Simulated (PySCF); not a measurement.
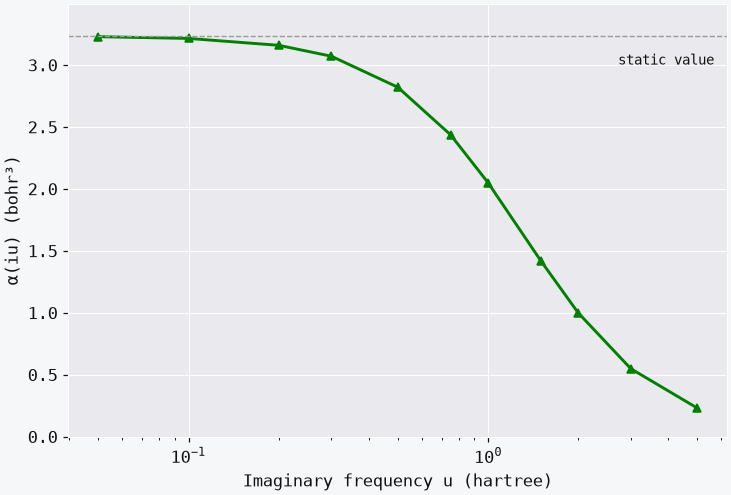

Dipole polarisability at imaginary frequency of an atom or ion with 18 electrons in the configuration [Ar]. Coupled response at the BHandHLYP level; PySCF, x2c-TZVPPall plus 1 diffuse shell for each l, spin-free X2C-1e, unrestricted single determinants, no spin-orbit coupling.

### Which species is it, and what does the curve give?

Ca²⁺. The static dipole polarisability is 3.23 bohr³; α(iu) falls to half of it near u = 1.3 hartree. The Casimir–Polder integral gives C₆ = 10.4 hartree bohr⁶ for two such species.
